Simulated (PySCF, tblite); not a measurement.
# C₃H₁₄B₂N₄: geometry, infrared bands and NMR shifts

Aim: predict the infrared bands and NMR shifts of C₃H₁₄B₂N₄ (`CNBN(C)B(N)NC`).

Programs: tblite 0.8.0 and PySCF 2.14.0, with density-fitted response routines of our own. Each step states its level of theory. These are calculated values for one molecule in the gas phase, unless marked as measured. Atoms are numbered from 0 throughout.

### Step 1. The starting structure

23 atoms, charge 0, multiplicity 1; geometry from: force field or distance geometry start.

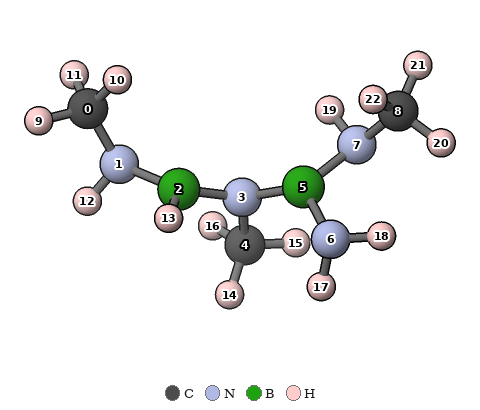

The starting geometry (carbon dark grey, nitrogen light blue, boron green, hydrogen pink), atoms numbered; sticks join atoms by distance.

### Step 2. Relaxing the molecule with GFN2-xTB

What the job is given:

```
{"job": {"kind": "relax", "xc": "GFN2-xTB", "basis": "xTB"}, "charge": 0, "multiplicity": 1}
C     -3.413000     0.830700     0.572100
N     -2.689000    -0.295300     0.082700
B     -1.298400    -0.453500     0.694300
N     -0.137800    -0.580700    -0.211500
C     -0.083000    -1.726200    -1.045800
B      1.161400    -0.037600     0.263400
N      2.040400    -0.789500     1.264900
N      1.952300     0.801600    -0.752500
C      2.801200     1.776300    -0.131200
H     -4.255500     0.556000     1.275100
H     -2.817700     1.630000     1.014400
H     -3.938000     1.279500    -0.313100
H     -3.235200    -1.174500     0.056800
H     -1.232100    -0.841200     1.806200
H     -0.166500    -2.693700    -0.556400
H      0.844100    -1.629900    -1.661500
H     -0.922700    -1.616600    -1.782200
H      1.959100    -1.830400     1.088200
H      3.050500    -0.557200     1.159400
H      1.201600     1.289600    -1.307400
H      3.795600     1.314900    -0.000300
H      2.951400     2.634600    -0.823700
H      2.426600     2.140300     0.864200
```

Launch:

```
OMP_NUM_THREADS=1 python probes_run.py task.json out
```

The driver reads the jobs from task.json and runs them one after another.

Log:

```text
step      E/eV     max force
  0    -754.16546    3.989
  1    -754.91054    2.345
  2    -755.25895    1.322
  3    -755.42407    0.958
  4    -755.54592    0.822
  5    -755.63619    0.824
  6    -755.75405    0.988
  7    -755.87456    1.173
  8    -756.00906    1.034
  9    -756.15048    0.835
 10    -756.26796    0.902
 11    -756.37896    0.881
 12    -756.47946    0.907
 13    -756.54952    1.416
 14    -756.62468    1.130
 15    -756.69573    0.709
 16    -756.81908    0.580
 17    -756.88449    0.582
 18    -756.93173    0.416
 19    -756.96453    0.421
 20    -756.99425    0.479
 21    -757.01804    0.435
 22    -757.03728    0.320
 23    -757.05352    0.292
 24    -757.06786    0.232
 25    -757.08162    0.256
 26    -757.09512    0.335
 27    -757.10586    0.244
 28    -757.11460    0.218
 29    -757.12357    0.225
 30    -757.13341    0.229
 31    -757.14350    0.248
 32    -757.15177    0.211
 33    -757.15951    0.191
 34    -757.16688    0.187
 35    -757.17403    0.188
 36    -757.17997    0.174
 37    -757.18458    0.145
 38    -757.18873    0.145
 39    -757.19368    0.154
 40    -757.19990    0.201
 41    -757.20663    0.198
 42    -757.21315    0.186
 43    -757.21978    0.190
 44    -757.22749    0.217
 45    -757.23555    0.232
 46    -757.24380    0.228
 47    -757.25202    0.204
 48    -757.26100    0.226
 49    -757.26946    0.209
 50    -757.27660    0.162
 51    -757.28135    0.139
 52    -757.28546    0.136
 53    -757.28949    0.172
 54    -757.29493    0.179
 55    -757.30262    0.210
 56    -757.31161    0.212
 57    -757.31929    0.194
 58    -757.32580    0.215
 59    -757.33200    0.223
 60    -757.33934    0.213
 61    -757.34624    0.226
 62    -757.35051    0.171
 63    -757.35320    0.161
 64    -757.35568    0.126
 65    -757.35794    0.111
 66    -757.36003    0.091
 67    -757.36178    0.102
 68    -757.36351    0.107
 69    -757.36541    0.083
 70    -757.36733    0.091
 71    -757.36904    0.092
 72    -757.37063    0.107
 73    -757.37261    0.128
 74    -757.37523    0.145
 75    -757.37836    0.131
 76    -757.38144    0.135
 77    -757.38430    0.193
 78    -757.38755    0.131
 79    -757.39171    0.172
 80    -757.39604    0.192
 81    -757.40015    0.225
 82    -757.40401    0.154
 83    -757.40747    0.124
 84    -757.41019    0.169
 85    -757.41303    0.148
 86    -757.41593    0.134
 87    -757.41881    0.281
 88    -757.42212    0.205
 89    -757.42560    0.174
 90    -757.42900    0.220
 91    -757.43160    0.243
 92    -757.43382    0.141
 93    -757.43569    0.108
 94    -757.43741    0.153
 95    -757.43941    0.174
 96    -757.44223    0.183
 97    -757.44619    0.121
 98    -757.45029    0.140
 99    -757.45369    0.163
100    -757.45724    0.153
101    -757.46137    0.142
102    -757.46609    0.155
103    -757.46999    0.179
104    -757.47258    0.141
105    -757.47427    0.112
106    -757.47580    0.081
107    -757.47697    0.066
108    -757.47800    0.112
109    -757.47881    0.079
110    -757.47993    0.088
111    -757.48184    0.096
112    -757.48414    0.103
113    -757.48689    0.116
114    -757.48979    0.152
115    -757.49272    0.133
116    -757.49516    0.125
117    -757.49710    0.106
118    -757.49857    0.113
119    -757.49957    0.083
120    -757.50091    0.105
121    -757.50181    0.068
122    -757.50237    0.052
123    -757.50277    0.043
124    -757.50318    0.036
125    -757.50350    0.038
126    -757.50375    0.032
127    -757.50393    0.030
128    -757.50406    0.025
129    -757.50419    0.029
130    -757.50433    0.026
131    -757.50448    0.023
132    -757.50462    0.021
133    -757.50472    0.018
134    -757.50480    0.016
135    -757.50487    0.020
136    -757.50496    0.022
137    -757.50506    0.021
138    -757.50516    0.024
139    -757.50527    0.025
140    -757.50544    0.033
141    -757.50567    0.038
142    -757.50591    0.041
143    -757.50610    0.032
144    -757.50626    0.026
145    -757.50645    0.037
146    -757.50665    0.035
147    -757.50679    0.021
148    -757.50685    0.017
149    -757.50689    0.012
150    -757.50694    0.020
151    -757.50701    0.019
152    -757.50707    0.017
153    -757.50711    0.013
154    -757.50715    0.017
155    -757.50720    0.020
156    -757.50725    0.019
157    -757.50731    0.015
158    -757.50735    0.014
159    -757.50740    0.017
160    -757.50746    0.019
161    -757.50753    0.017
162    -757.50759    0.014
163    -757.50763    0.012
164    -757.50766    0.010
```

It took 2.1 s on 1 thread of Arm Neoverse N1, shared host; peak memory 0.18 GiB.

Relaxation path: (not every step is listed)

```
step  energy from step 0 (eV)  largest force (eV/Å)
   0                   0.0000                3.9891
   1                  -0.7451                2.3447
   2                  -1.0935                1.3220
   3                  -1.2586                0.9575
   4                  -1.3805                0.8224
   5                  -1.4707                0.8244
   6                  -1.5886                0.9876
   7                  -1.7091                1.1730
   8                  -1.8436                1.0342
  23                  -2.8881                0.2920
  38                  -3.0233                0.1448
  53                  -3.1240                0.1718
  68                  -3.1980                0.1069
  83                  -3.2420                0.1235
  98                  -3.2848                0.1397
 113                  -3.3214                0.1163
 128                  -3.3386                0.0247
 143                  -3.3406                0.0323
 158                  -3.3419                0.0141
 159                  -3.3419                0.0168
 160                  -3.3420                0.0187
 161                  -3.3421                0.0171
 162                  -3.3421                0.0140
 163                  -3.3422                0.0117
 164                  -3.3422                0.0098
```

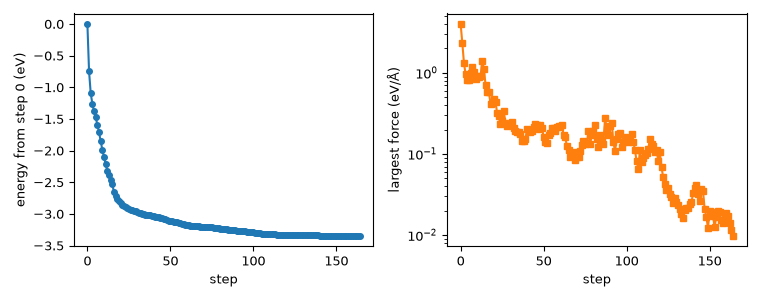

Energy and largest force along the relaxation.

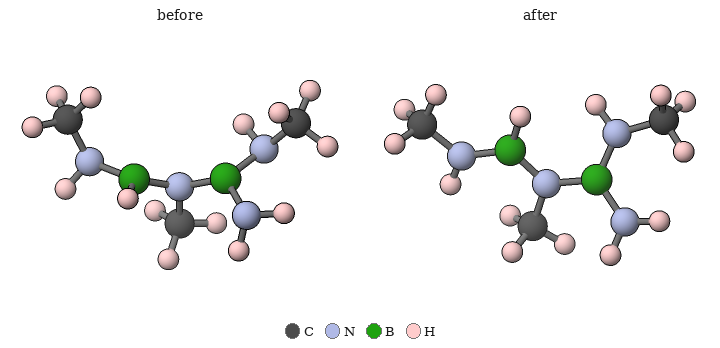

The geometry before (left) and after (right).

Close pairs (by a distance rule), those that changed most:

```
  bond  before (Å)  after (Å)  change (Å)
 B5–N7       1.537      1.411      -0.126
 N1–B2       1.527      1.402      -0.125
 B5–N6       1.530      1.417      -0.114
 B2–N3       1.478      1.419      -0.059
N6–H17       1.059      1.003      -0.056
N7–H19       1.053      1.006      -0.047
N6–H18       1.042      1.003      -0.039
 N3–C4       1.418      1.455      +0.037
```

The next job starts from the end point, and lists it.

### Step 3. Harmonic vibrations with GFN2-xTB

What the job is given:

```
{"job": {"kind": "ir", "xc": "GFN2-xTB", "basis": "xTB"}, "charge": 0, "multiplicity": 1}
C     -3.656224     0.531392     0.554836
N     -2.484343    -0.200612     0.146895
B     -1.152390     0.224948     0.252084
N     -0.062139    -0.582068    -0.164351
C     -0.326500    -1.908352    -0.700676
B      1.330079    -0.188572     0.014240
N      2.323823    -1.181272     0.197385
N      1.673634     1.177889    -0.054785
C      2.938941     1.827189     0.173063
H     -4.221665    -0.013057     1.320239
H     -3.351619     1.490090     0.969152
H     -4.327111     0.716658    -0.292309
H     -2.714978    -1.102319    -0.240386
H     -0.959261     1.279725     0.729892
H     -0.666846    -2.603026     0.076782
H      0.573470    -2.317113    -1.158002
H     -1.097193    -1.859338    -1.475019
H      2.103141    -2.133278     0.420972
H      3.291110    -0.962295     0.346141
H      0.935205     1.827260    -0.268038
H      3.674537     1.102730     0.515970
H      3.320733     2.291854    -0.744564
H      2.850842     2.608551     0.936433
```

Log:

```text
mode    cm-1     km/mol
  1      40.4      0.46
  2      65.3      0.57
  3      78.1      5.14
  4      92.1      0.33
  5     130.1      1.92
  6     136.0      0.10
  7     149.2      0.26
  8     183.3      1.21
  9     234.1      1.51
 10     289.8     64.59
 11     303.8      8.42
 12     328.4     28.26
 13     344.3     12.68
 14     366.2     76.42
 15     419.4      0.77
 16     432.2      4.43
 17     508.5      4.53
 18     549.2      4.80
 19     562.8     31.13
 20     587.4    282.41
 21     756.5      4.54
 22     793.2     50.81
 23     830.1      5.79
 24     966.9      4.63
 25    1003.8     17.07
 26    1072.4     23.82
 27    1080.4     11.90
 28    1094.8     53.18
 29    1103.4      1.00
 30    1113.3      1.49
 31    1114.9      1.15
 32    1124.3     72.51
 33    1177.0     46.00
 34    1242.2     80.71
 35    1265.3    123.72
 36    1299.5    227.58
 37    1348.9    339.42
 38    1409.7    139.44
 39    1415.4    121.03
 40    1417.6     26.28
 41    1453.6    326.54
 42    1465.1    329.96
 43    1486.3      4.07
 44    1488.0      3.25
 45    1499.2     18.88
 46    1505.7      8.53
 47    1507.5     43.44
 48    1512.2     27.39
 49    1544.4    115.62
 50    2587.3    184.95
 51    2888.3     69.67
 52    2892.9     60.24
 53    2896.3     93.40
 54    2924.7    120.46
 55    2927.7     90.94
 56    2941.4     54.18
 57    3004.9     36.58
 58    3025.3     36.69
 59    3031.6     30.26
 60    3457.6      7.59
 61    3490.1      1.63
 62    3532.9      0.19
 63    3569.7      2.96
```

Wall time 1.5 s (1 thread of Arm Neoverse N1, shared host); peak memory 0.18 GiB.

Which atoms move in the most intense modes:

```
cm⁻¹  km/mol                                  atoms
 587   282.4            H12 44 %, H19 15 %, B5 11 %
1265   123.7   B5 23 %, N3 19 %, H19 16 %, H12 12 %
1300   227.6             H12 26 %, B2 22 %, N3 18 %
1349   339.4             B5 40 %, H19 18 %, N3 11 %
1410   139.4  H20 20 %, H21 11 %, C8 10 %, H22 10 %
1454   326.5   N7 23 %, B5 18 %, H21 12 %, H22 11 %
1465   330.0                       N1 22 %, B2 22 %
2587   184.9                               H13 92 %
```

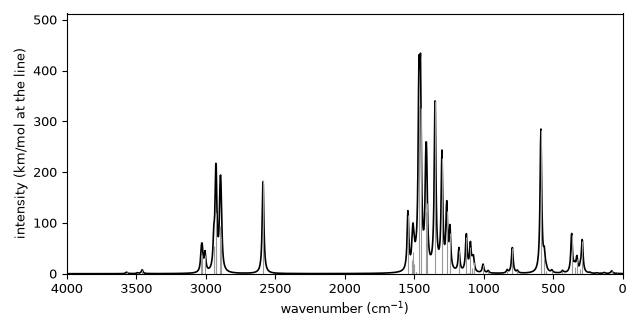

The infrared spectrum from these modes, unscaled. Lines are broadened to a width of 14 cm⁻¹ (Lorentzian).

### Step 4. NMR shieldings: PBE0/pcSseg-1

Settings changed since step 3:

```diff
@@ -1,2 +1,2 @@
-{"job": {"kind": "ir", "xc": "GFN2-xTB", "basis": "xTB"}, "charge": 0, "multiplicity": 1}
+{"job": {"kind": "nmr", "xc": "PBE0", "basis": "pcSseg-1"}, "charge": 0, "multiplicity": 1}
 C     -3.656224     0.531392     0.554836
```

With the program's defaults for keys left out, this is: GIAO PBE0/pcSseg-1 NMR shielding, non-relativistic, gas phase.

Log:

```text
coarse grid: 18360 points
cycle   1  E = -390.9851455943  dE =  1.022e+00  |g| = 6.137e-01  |ddm| = 3.980e+00
cycle   2  E = -390.9620742906  dE =  2.307e-02  |g| = 7.188e-01  |ddm| = 1.185e+00
cycle   3  E = -391.0768903796  dE = -1.148e-01  |g| = 6.968e-02  |ddm| = 6.567e-01
cycle   4  E = -391.0777795662  dE = -8.892e-04  |g| = 2.613e-02  |ddm| = 5.920e-02
cycle   5  E = -391.0779161473  dE = -1.366e-04  |g| = 8.594e-03  |ddm| = 2.039e-02
cycle   6  E = -391.0779301458  dE = -1.400e-05  |g| = 2.583e-03  |ddm| = 7.231e-03
cycle   7  E = -391.0779316183  dE = -1.473e-06  |g| = 4.350e-04  |ddm| = 2.140e-03
final grid: 175216 points
cycle   8  E = -391.1180234777  dE = -5.098e-05  |g| = 1.132e-02  |ddm| = 3.124e-02
cycle   9  E = -391.1180128032  dE =  1.067e-05  |g| = 1.351e-02  |ddm| = 1.891e-02
cycle  10  E = -391.1180532164  dE = -4.041e-05  |g| = 9.336e-04  |ddm| = 9.833e-03
cycle  11  E = -391.1180534078  dE = -1.914e-07  |g| = 2.157e-04  |ddm| = 7.154e-04
cycle  12  E = -391.1180534163  dE = -8.521e-09  |g| = 7.033e-05  |ddm| = 1.619e-04
cycle  13  E = -391.1180534174  dE = -1.073e-09  |g| = 2.014e-05  |ddm| = 7.639e-05
cycle  14  E = -391.1180534175  dE = -8.322e-11  |g| = 6.016e-06  |ddm| = 1.770e-05
converged SCF energy = -391.1180534175

GIAO shielding tensors (ppm)
atom      isotropic    diamagn.    paramagn.     s11        s22        s33       span
  0 C      150.387     240.054     -89.668    128.642    135.879    186.639     57.997
  1 N      180.468     326.161    -145.693    113.879    208.071    219.455    105.575
  2 B       75.639     201.797    -126.157     44.136     80.631    102.151     58.015
  3 N      172.377     329.737    -157.360     87.073    191.428    238.630    151.557
  4 C      154.253     247.238     -92.985    134.368    143.444    184.947     50.579
  5 B       77.426     198.649    -121.223     59.428     71.116    101.734     42.306
  6 N      218.923     318.808     -99.885    191.823    221.511    243.434     51.612
  7 N      205.952     326.982    -121.030    170.378    208.927    238.551     68.173
  8 C      155.538     239.901     -84.362    131.495    149.688    185.431     53.936
  9 H       28.609      26.406       2.203     23.513     26.683     35.632     12.119
 10 H       28.628      28.743      -0.114     24.841     27.823     33.221      8.380
 11 H       28.629      26.555       2.074     23.603     26.602     35.681     12.078
 12 H       29.232      36.413      -7.181     20.511     32.076     35.110     14.599
 13 H       27.458      37.345      -9.887     24.138     26.667     31.570      7.432
 14 H       29.106      31.945      -2.839     25.705     26.023     35.590      9.886
 15 H       28.741      32.067      -3.327     23.419     29.785     33.018      9.599
 16 H       29.118      32.517      -3.399     24.638     27.861     34.857     10.220
 17 H       30.104      33.742      -3.638     23.051     29.159     38.101     15.050
 18 H       29.918      32.613      -2.695     22.561     28.686     38.508     15.947
 19 H       29.921      38.464      -8.543     20.154     32.105     37.505     17.351
 20 H       29.191      29.202      -0.011     24.525     29.232     33.816      9.291
 21 H       28.753      26.769       1.983     23.399     26.598     36.261     12.863
 22 H       28.776      27.335       1.441     23.306     26.831     36.191     12.885
```

Wall time 78 s (1 thread of Arm Neoverse N1, shared host); peak memory 1.1 GiB.

The references, computed at this level on geometries of the same kind, shield at (ppm): 1H TMS 31.72, 13C TMS 186.9, 15N NH3 267.7, 11B BF3·OEt2 100.1. Their shielding less the atom's gives the shift. The references are single molecules in the gas phase, so shifts against H2O, NH3, PH3, H3PO4 or CFCl3 are not on the usual liquid scales and can be off by tens of ppm. Atoms listed in one row are averaged.

```
        atoms                              environment  σ (ppm)  δ (ppm)  δ scaled to CDCl3
           C0                methyl carbon bonded to N    150.4     36.5               33.7
           C4                methyl carbon bonded to N    154.3     32.7               30.0
           C8                methyl carbon bonded to N    155.5     31.4               28.7
          H13        hydrogen on a boron bonded to 2 N    27.46     4.26                  –
 H9, H10, H11  hydrogen on a methyl carbon bonded to N    28.62     3.09               3.02
H20, H21, H22  hydrogen on a methyl carbon bonded to N    28.91     2.81               2.75
H14, H15, H16  hydrogen on a methyl carbon bonded to N    28.99     2.73               2.68
          H12    hydrogen on a nitrogen bonded to C, B    29.23     2.48                  –
          H19    hydrogen on a nitrogen bonded to C, B    29.92     1.80                  –
     H17, H18       hydrogen on a nitrogen bonded to B    30.01     1.71                  –
           N3                nitrogen bonded to C, 2 B    172.4     95.4                  –
           N1               nitrogen bonded to C, B, H    180.5     87.3                  –
           N7               nitrogen bonded to C, B, H    206.0     61.8                  –
           N6                nitrogen bonded to B, 2 H    218.9     48.8                  –
           B2                   boron bonded to 2 N, H     75.6     24.4                  –
           B5                      boron bonded to 3 N     77.4     22.6                  –
```

The scaled column applies a straight-line fit of computed shieldings to shifts measured in CDCl3 (root-mean-square error 0.16 ppm for H, 1.9 ppm for C).

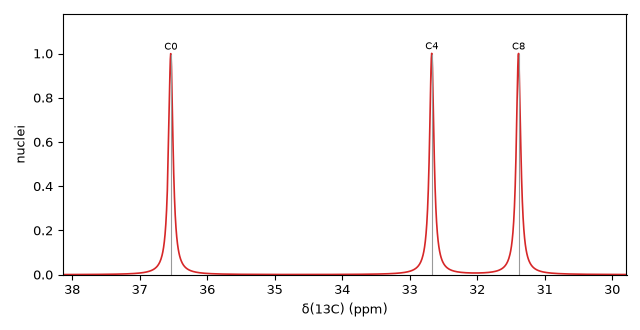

13C lines at the computed shifts, without couplings. Lines are broadened to a width of 0.08 ppm (Lorentzian).

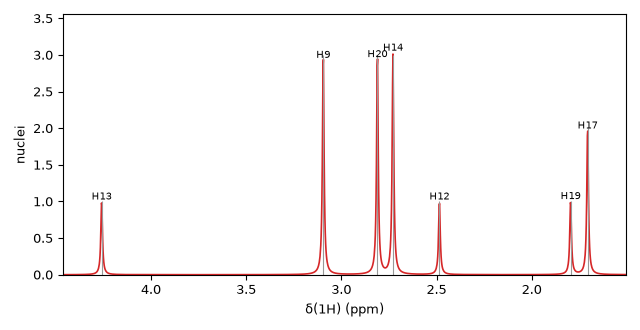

1H lines at the computed shifts, without couplings. Lines are broadened to a width of 0.01 ppm (Lorentzian).

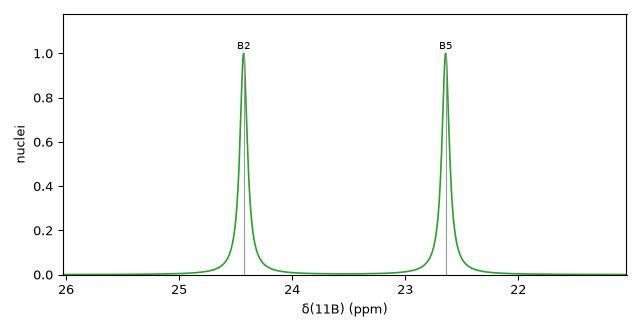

11B lines at the computed shifts, without couplings. Lines are broadened to a width of 0.08 ppm (Lorentzian).

The run also stored atomic charges by several schemes (e):

```
atoms  Mulliken    IAO  Hirshfeld  ESP fit
   C0     -0.09  -0.29      -0.06    -0.20
   N1     -0.56  -0.40      -0.18    -0.29
   B2      0.38   0.12       0.12     0.02
   N3     -0.68  -0.34      -0.19    -0.23
   C4     -0.12  -0.30      -0.07    -0.28
   B5      0.62   0.34       0.19     0.57
   N6     -0.51  -0.61      -0.27    -1.02
   N7     -0.56  -0.44      -0.20    -0.55
   C8     -0.09  -0.29      -0.06    -0.07
```

Hirshfeld charges:

C0 -0.06; N1 -0.18; B2 0.12; N3 -0.19; C4 -0.07; B5 0.19; N6 -0.27; N7 -0.20; C8 -0.06; H9 0.04; H10 0.05; H11 0.04; H12 0.11; H13 -0.07; H14 0.03; H15 0.04; H16 0.04; H17 0.12; H18 0.11; H19 0.11; H20 0.04; H21 0.04; H22 0.04

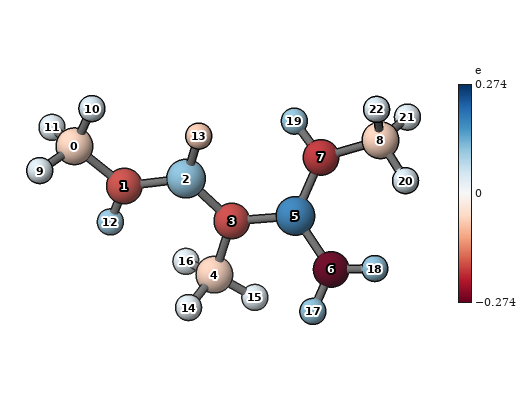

Hirshfeld charges, as colours on the atoms.

Mayer bond orders: C0–N1 0.99, N1–B2 1.22, B2–N3 1.14, N3–C4 0.98, N3–B5 0.98, B5–N6 1.16, B5–N7 1.16, N7–C8 0.99.

### Step 5. Results

```
                                                              quantity                                         value
                             strongest single infrared mode (GFN2-xTB)                         1349 cm⁻¹, 339 km/mol
                                          zero-point energy (GFN2-xTB)                                121.6 kcal/mol
                                13C shifts against TMS (PBE0/pcSseg-1)                          36.5, 32.7, 31.4 ppm
1H shifts against TMS (PBE0/pcSseg-1, means over atoms taken as alike)  4.26, 3.09, 2.81, 2.73, 2.48, 1.80, 1.71 ppm
                                15N shifts against NH3 (PBE0/pcSseg-1)                    95.4, 87.3, 61.8, 48.8 ppm
                           11B shifts against BF3·OEt2 (PBE0/pcSseg-1)                                24.4, 22.6 ppm
```

The optimisation took 164 steps and gained 3.342 eV; among the close pairs (by a distance rule), B5–N7 changed most, from 1.537 to 1.411 Å. No mode is imaginary among the 63: a minimum at this level. The strongest single mode, at 1349 cm⁻¹, is spread over many atoms; the largest shares are those of B5, H19. Unscaled tight-binding wavenumbers are off by several per cent, some by more. Its intensities can rank the bands wrongly. At PBE0/pcSseg-1: The widest tensor belongs to N3: span 152 ppm, with a paramagnetic part of -157 ppm.
